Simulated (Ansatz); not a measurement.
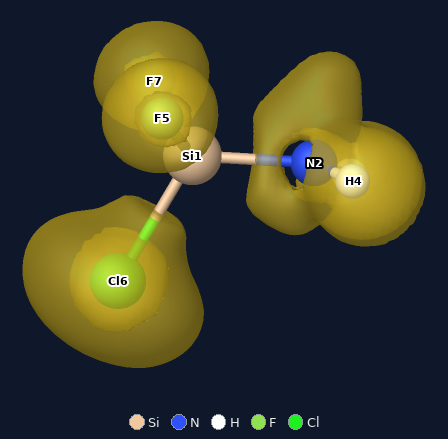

The picture shows: ClF2H2NSi. Isosurface of the ELF at 0.75 (yellow), seen from one side. Core shells and regions of very low density are left out.

These are results of RKS PBE0-D4/def2-SVP in Ansatz 0.2.0, not measurements.

Input file:

```
crystal:
  periodic: [false, false, false]
  atoms:
    - { symbol: Si, position_ang: [0.0, 0.0, 0.0] }
    - { symbol: "N", position_ang: [0.0, 0.0, 1.82] }
    - { symbol: H, position_ang: [-0.877, -0.2713, 2.35] }
    - { symbol: H, position_ang: [0.877, 0.2713, 2.35] }
    - { symbol: F, position_ang: [1.4994, 0.0, -0.5295] }
    - { symbol: Cl, position_ang: [-1.0032, 1.7381, -0.7093] }
    - { symbol: F, position_ang: [-0.7489, -1.2974, -0.5295] }
basis:
  gaussian: { orbitals: def2-SVP }
hamiltonian:
  xc: pbe0
  dispersion: d4
relax:
  f_tol: 0.02
  max_steps: 40
output:
  orbitals: {}
```

Launched as:

```sh
ansatz run input.yaml --threads 1 --pin off --max-ram 2048MiB --backend cpu --events-out ev --progress --plain --runs-dir out
```

The fields are those of the run's last geometry, not of the input's.

Where are the electrons localised?

Answer. The ELF exceeds this value in one region on Cl in which the atom's valence shell and bonds are merged, two regions wrapped around F (its lone pairs, merged into a ring or cap) and one joined region spread over several atoms (H, N), in which their bonds and any lone pairs are merged. Profiles from the grid: Si–F (1.60 Å): the ELF peaks at about 0.85 in the valence shell of F, 0.5 Å from its nucleus, and is about 0.50 at the midpoint. Si–N (1.69 Å): the ELF peaks at about 0.90 between the atoms (a shared but strongly polarised pair).
